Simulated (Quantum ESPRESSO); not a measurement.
## two Co on Zn sites of ZnO, 4.57 Å apart: parallel and opposed starts

Aim: find out which collinear order of two Co on Zn sites of ZnO, 4.57 Å apart costs least.

Calculated with Quantum ESPRESSO 7.5; PBE; plane waves with GBRV 1.5 PBE potentials, no spin-orbit coupling.

## 1. The starting structure

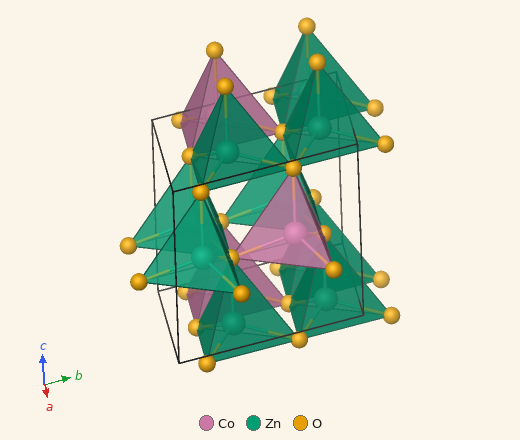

Start, viewed slightly off an axis; cobalt pink, zinc teal, oxygen orange. Some periodic images of atoms are drawn too.

The cell holds 16 atoms: 2 Co, 6 Zn and 8 O. Its edges and angles: a = 6.500 Å, b = 6.500 Å, c = 5.207 Å, α = 90.0°, β = 90.0°, γ = 120.0°. It derives from ZnO.

The lattice constants of the host were typed from memory of published values.

## 2. Start 1: ferro ++

The signs are those of the starting moments on the seeded atoms, the atoms that are given a moment.

Input file pw.in:

```
&CONTROL
  calculation = 'scf'
  prefix = 'pwscf'
  outdir = './tmp'
  pseudo_dir = './pseudo'
  disk_io = 'nowf'
/
&SYSTEM
  ibrav = 0
  celldm(1) = 8
  nat = 16
  ntyp = 3
  ecutwfc = 40
  ecutrho = 280
  nbnd = 126
  occupations = 'smearing'
  smearing = 'fd'
  degauss = 0.00367493
  nspin = 2
  starting_magnetization(1) = 0.1588
  starting_magnetization(2) = 0
  starting_magnetization(3) = 0
/
&ELECTRONS
  conv_thr = 3.2d-08
  electron_maxstep = 150
  mixing_beta = 0.3
/
ATOMIC_SPECIES
Co     58.9332 co_pbe_v1.2.uspp.F.UPF
Zn     65.3800 zn_pbe_v1.uspp.F.UPF
O      15.9990 o_pbe_v1.2.uspp.F.UPF
CELL_PARAMETERS alat
   1.5354024762584    0.0000000000000    0.0000000000000
  -0.7677012381292    1.3296975200411    0.0000000000000
   0.0000000000000    0.0000000000000    1.2299754913658
ATOMIC_POSITIONS crystal
Co      0.1666666700    0.3333333300    0.0000000000
Zn      0.3333333300    0.1666666700    0.5000000000
O       0.1666666700    0.3333333300    0.3820000000
O       0.3333333300    0.1666666700    0.8820000000
Zn      0.1666666700    0.8333333300    0.0000000000
Zn      0.3333333300    0.6666666700    0.5000000000
O       0.1666666700    0.8333333300    0.3820000000
O       0.3333333300    0.6666666700    0.8820000000
Zn      0.6666666700    0.3333333300    0.0000000000
Zn      0.8333333300    0.1666666700    0.5000000000
O       0.6666666700    0.3333333300    0.3820000000
O       0.8333333300    0.1666666700    0.8820000000
Zn      0.6666666700    0.8333333300    0.0000000000
Co      0.8333333300    0.6666666700    0.5000000000
O       0.6666666700    0.8333333300    0.3820000000
O       0.8333333300    0.6666666700    0.8820000000
K_POINTS automatic
4 4 5 0 0 0
```

Launch:

```console
$ OMP_NUM_THREADS=1 mpirun -n 4 pw.x -nk 4 -in pw.in > pw.out
```

The program printed:

```text
Program PWSCF v.7.5 starts

     Message from routine setup:
     using ibrav=0 with symmetry is DISCOURAGED, use correct ibrav instead

     K-points division:     npool     =       4
     Subspace diagonalization in iterative solution of the eigenvalue problem:

     G-vector sticks info
     --------------------
     sticks:   dense  smooth     PW     G-vecs:    dense   smooth      PW
     Sum        2905    1663    475               101633    43977    6555

     Using Slab Decomposition

     bravais-lattice index     =            0
     lattice parameter (alat)  =       8.0000  a.u.
     unit-cell volume          =    1285.7055 (a.u.)^3
     number of atoms/cell      =           16
     number of atomic types    =            3
     number of electrons       =       202.00
     number of Kohn-Sham states=          126
     kinetic-energy cutoff     =      40.0000  Ry
     charge density cutoff     =     280.0000  Ry
     scf convergence threshold =      3.2E-08
     mixing beta               =       0.3000
     number of iterations used =            8  plain     mixing
     Exchange-correlation= SLA  PW   PBE  PBE
                           (   1   4   3   4   0   0   0)

     celldm(1)=   8.000000  celldm(2)=   0.000000  celldm(3)=   0.000000
     celldm(4)=   0.000000  celldm(5)=   0.000000  celldm(6)=   0.000000

     crystal axes: (cart. coord. in units of alat)
               a(1) = (   1.535402   0.000000   0.000000 )
               a(2) = (  -0.767701   1.329698   0.000000 )
               a(3) = (   0.000000   0.000000   1.229975 )

     reciprocal axes: (cart. coord. in units 2 pi/alat)
               b(1) = (  0.651295  0.376025 -0.000000 )
               b(2) = (  0.000000  0.752051  0.000000 )
               b(3) = (  0.000000 -0.000000  0.813024 )

     PseudoPot. # 1 for Co read from file:
     co_pbe_v1.2.uspp.F.UPF
     Pseudo is Ultrasoft + core correction, Zval = 17.0
     Generated by new atomic code, or converted to UPF format
     Using radial grid of  863 points,  6 beta functions with:
                l(1) =   0
                l(2) =   0
                l(3) =   1
                l(4) =   1
                l(5) =   2
                l(6) =   2
     Q(r) pseudized with  8 coefficients,  rinner =    1.200   1.200   1.200
                                                       1.200   1.200

     PseudoPot. # 2 for Zn read from file:
     zn_pbe_v1.uspp.F.UPF
     Pseudo is Ultrasoft, Zval = 20.0
     Generated by new atomic code, or converted to UPF format
     Using radial grid of  943 points,  6 beta functions with:
                l(1) =   0
                l(2) =   0
                l(3) =   1
                l(4) =   1
                l(5) =   2
                l(6) =   2
     Q(r) pseudized with  8 coefficients,  rinner =    1.100   1.100   1.100
                                                       1.100   1.100

     PseudoPot. # 3 for O  read from file:
     o_pbe_v1.2.uspp.F.UPF
     Pseudo is Ultrasoft + core correction, Zval =  6.0
     Generated by new atomic code, or converted to UPF format
     Using radial grid of  737 points,  5 beta functions with:
                l(1) =   0
                l(2) =   0
                l(3) =   1
                l(4) =   1
                l(5) =   2
     Q(r) pseudized with  8 coefficients,  rinner =    0.900   0.900   0.900
                                                       0.900   0.900

     atomic species   valence    mass     pseudopotential
     Co               17.00    58.93320     Co( 1.00)
     Zn               20.00    65.38000     Zn( 1.00)
     O                 6.00    15.99900     O ( 1.00)

     Starting magnetic structure
     atomic species   magnetization
     Co              0.159
     Zn              0.000
     O               0.000

     12 Sym. Ops. (no inversion) found (10 have fractional translation)

   Cartesian axes

     site n.     atom                  positions (alat units)
         1        Co     tau(   1) = (   0.0000000   0.4432325   0.0000000  )
         2        Zn     tau(   2) = (   0.3838506   0.2216163   0.6149877  )
         3        O      tau(   3) = (   0.0000000   0.4432325   0.4698506  )
         4        O      tau(   4) = (   0.3838506   0.2216163   1.0848384  )
         5        Zn     tau(   5) = (  -0.3838506   1.1080813   0.0000000  )
         6        Zn     tau(   6) = (  -0.0000000   0.8864650   0.6149877  )
         7        O      tau(   7) = (  -0.3838506   1.1080813   0.4698506  )
         8        O      tau(   8) = (  -0.0000000   0.8864650   1.0848384  )
         9        Zn     tau(   9) = (   0.7677012   0.4432325   0.0000000  )
        10        Zn     tau(  10) = (   1.1515518   0.2216163   0.6149877  )
        11        O      tau(  11) = (   0.7677012   0.4432325   0.4698506  )
        12        O      tau(  12) = (   1.1515518   0.2216163   1.0848384  )
        13        Zn     tau(  13) = (   0.3838506   1.1080813   0.0000000  )
        14        Co     tau(  14) = (   0.7677012   0.8864650   0.6149877  )
        15        O      tau(  15) = (   0.3838506   1.1080813   0.4698506  )
        16        O      tau(  16) = (   0.7677012   0.8864650   1.0848384  )

     number of k points=    12  Fermi-Dirac smearing, width (Ry)=  0.0037
                       cart. coord. in units 2pi/alat
        k(    1) = (   0.0000000   0.0000000   0.0000000), wk =   0.0125000
        k(    2) = (   0.0000000   0.0000000   0.1626049), wk =   0.0250000
        k(    3) = (   0.0000000   0.0000000   0.3252097), wk =   0.0250000
        k(    4) = (   0.0000000   0.1880127   0.0000000), wk =   0.0750000
        k(    5) = (   0.0000000   0.1880127   0.1626049), wk =   0.1500000
        [... 7 further k-points ...]

     Dense  grid:   101633 G-vectors     FFT dimensions: (  72,  72,  54)

     Smooth grid:    43977 G-vectors     FFT dimensions: (  50,  50,  40)

     Check: negative core charge=   -0.000014
     Generating pointlists ...
     new r_m :   0.1924 (alat units)  1.5391 (a.u.) for type    1
     new r_m :   0.1924 (alat units)  1.5391 (a.u.) for type    2
     new r_m :   0.1924 (alat units)  1.5391 (a.u.) for type    3

     Initial potential from superposition of free atoms

     starting charge     199.9991, renormalised to     202.0000
     Starting wfcs are  136 randomized atomic wfcs

     Self-consistent Calculation

     iteration #  1     ecut=    40.00 Ry     beta= 0.30
     Davidson diagonalization with overlap
     ethr =  1.00E-02,  avg # of iterations =  4.5

     total energy              =   -3619.76659500 Ry
     estimated scf accuracy    <      14.60443755 Ry

     total magnetization       =     4.12 Bohr mag/cell
     absolute magnetization    =     4.20 Bohr mag/cell

     iteration #  2     ecut=    40.00 Ry     beta= 0.30
     Davidson diagonalization with overlap
     ethr =  7.23E-03,  avg # of iterations =  2.6

     total energy              =   -3619.96440211 Ry
     estimated scf accuracy    <      41.61318414 Ry

     total magnetization       =     5.39 Bohr mag/cell
     absolute magnetization    =     5.41 Bohr mag/cell

     iteration #  3     ecut=    40.00 Ry     beta= 0.30
     Davidson diagonalization with overlap
     ethr =  7.23E-03,  avg # of iterations =  2.0

     total energy              =   -3624.64128316 Ry
     estimated scf accuracy    <       3.15630226 Ry

     total magnetization       =     5.66 Bohr mag/cell
     absolute magnetization    =     5.66 Bohr mag/cell

     [... further iterations left out ...]

     iteration # 10     ecut=    40.00 Ry     beta= 0.30
     Davidson diagonalization with overlap
     ethr =  3.26E-08,  avg # of iterations =  2.0

     total energy              =   -3624.92278474 Ry
     estimated scf accuracy    <       0.00000859 Ry

     total magnetization       =     6.04 Bohr mag/cell
     absolute magnetization    =     6.10 Bohr mag/cell

     iteration # 11     ecut=    40.00 Ry     beta= 0.30
     Davidson diagonalization with overlap
     ethr =  4.25E-09,  avg # of iterations =  2.0

     total energy              =   -3624.92278666 Ry
     estimated scf accuracy    <       0.00000086 Ry

     total magnetization       =     6.04 Bohr mag/cell
     absolute magnetization    =     6.10 Bohr mag/cell

     iteration # 12     ecut=    40.00 Ry     beta= 0.30
     Davidson diagonalization with overlap
     ethr =  4.26E-10,  avg # of iterations =  2.0

     total energy              =   -3624.92278707 Ry
     estimated scf accuracy    <       0.00000009 Ry

     total magnetization       =     6.04 Bohr mag/cell
     absolute magnetization    =     6.10 Bohr mag/cell

     iteration # 13     ecut=    40.00 Ry     beta= 0.30
     Davidson diagonalization with overlap
     ethr =  4.63E-11,  avg # of iterations =  2.0

     Magnetic moment per site  (integrated on atomic sphere of radius R)
     atom   1 (R=0.192)  charge= 14.2850  magn=  2.3591
     atom   2 (R=0.192)  charge= 17.4194  magn=  0.0106
     atom   3 (R=0.192)  charge=  5.4312  magn=  0.0703
     atom   4 (R=0.192)  charge=  5.4309  magn=  0.0825
     atom   5 (R=0.192)  charge= 17.4194  magn=  0.0106
     atom   6 (R=0.192)  charge= 17.4194  magn=  0.0106
     atom   7 (R=0.192)  charge=  5.4309  magn=  0.0825
     atom   8 (R=0.192)  charge=  5.4309  magn=  0.0825
     atom   9 (R=0.192)  charge= 17.4194  magn=  0.0106
     atom  10 (R=0.192)  charge= 17.4194  magn=  0.0106
     atom  11 (R=0.192)  charge=  5.4309  magn=  0.0825
     atom  12 (R=0.192)  charge=  5.4309  magn=  0.0825
     atom  13 (R=0.192)  charge= 17.4194  magn=  0.0106
     atom  14 (R=0.192)  charge= 14.2850  magn=  2.3591
     atom  15 (R=0.192)  charge=  5.4309  magn=  0.0825
     atom  16 (R=0.192)  charge=  5.4312  magn=  0.0703

     End of self-consistent calculation

     [... lines left out ...]
     the Fermi energy is    10.5778 ev

!    total energy              =   -3624.92278733 Ry
     estimated scf accuracy    <       0.00000003 Ry
     smearing contrib. (-TS)   =      -0.00129248 Ry
     internal energy E=F+TS    =   -3624.92149485 Ry

     The total energy is F=E-TS. E is the sum of the following terms:
     one-electron contribution =   -2866.09432380 Ry
     hartree contribution      =    1519.91518679 Ry
     xc contribution           =    -377.73701254 Ry
     ewald contribution        =   -1901.00534530 Ry

     total magnetization       =     6.04 Bohr mag/cell
     absolute magnetization    =     6.10 Bohr mag/cell

     convergence has been achieved in  13 iterations

=------------------------------------------------------------------------------=
   JOB DONE.
=------------------------------------------------------------------------------=
```

Wall time 1.7 min (4 MPI ranks of Intel Xeon Platinum 8488C (Sapphire Rapids), shared host); peak memory 1.2 GiB.

Spin moment in the atom's sphere by atom:

| atom | spin moment in the atom's sphere (μB) |
| --- | --- |
| Co1 | 2.36 |
| Zn2 | 0.01 |
| O3 | 0.07 |
| O4 | 0.08 |
| Zn5 | 0.01 |
| Zn6 | 0.01 |
| O7 | 0.08 |
| O8 | 0.08 |
| Zn9 | 0.01 |
| Zn10 | 0.01 |
| O11 | 0.08 |
| O12 | 0.08 |
| Zn13 | 0.01 |
| Co14 | 2.36 |
| O15 | 0.08 |
| O16 | 0.07 |

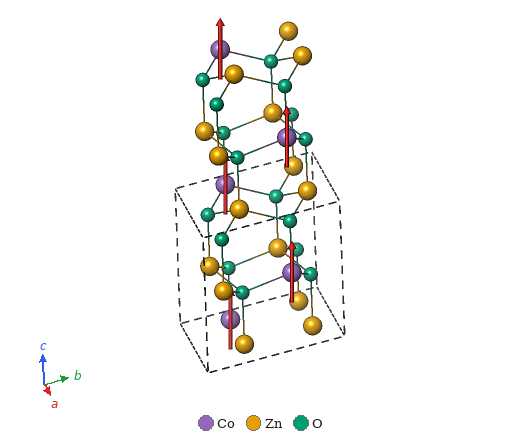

Spin moment in the atom's sphere as arrows, the longest 2.36 μB. Up and down stand for the sign. Arrows give size and sign along the axis of quantisation, drawn up and down the page. 1×1×2 cells are drawn. Some periodic images of atoms are drawn too.

Read from the output:

* smearing term TS: 0.01759 eV
* magnetization: 6.039 μB
* absolute magnetization: 6.104 μB
* final state: ferromagnetic

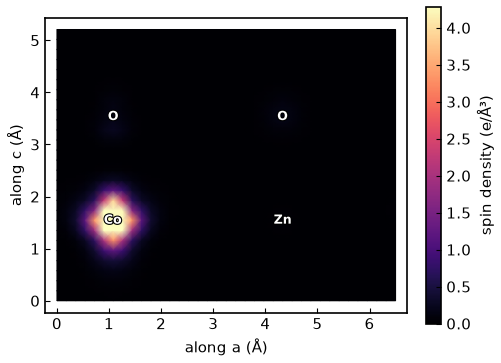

Spin density in the ac plane at fractional y = 0.333, with atoms of Co and O and Zn within 0.2 Å of it. The map starts off the cell's origin, so that atoms lie inside it.

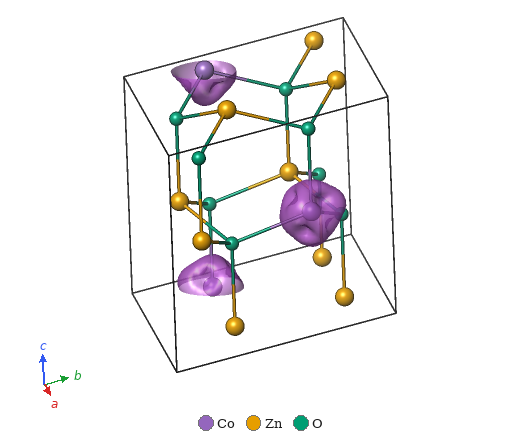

Surface of spin density = 0.32 e/Å³, which holds about 70 % of the integral of its size.

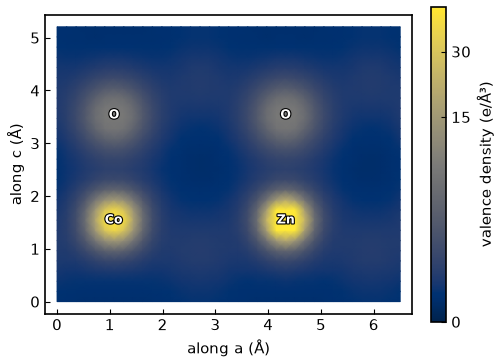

Valence density in the ac plane at fractional y = 0.333, with atoms of Co and O and Zn within 0.2 Å of it. It is the smooth field of the valence electrons, not physical close to the nuclei. The map starts off the cell's origin, so that atoms lie inside it. The colour scale is stretched toward low values.

(Continued in part 2 of 2.)

[Logs and program files are shortened in this print: banners, set-up blocks, solver, clock and traceback lines can be left out without a mark of their own.]

[Logs are printed without paths, hosts, clocks, repeated set-up lines and the standing remarks that a program may print on its own settings, such as how far it seeks lower states.]

[Hosts, paths, dates, database ids (printed as entryN), source tags and the programs' standing remarks are cut or masked in the printed files.]

[Where a cell is said to come from a database of computed structures, the database is the Materials Project.]
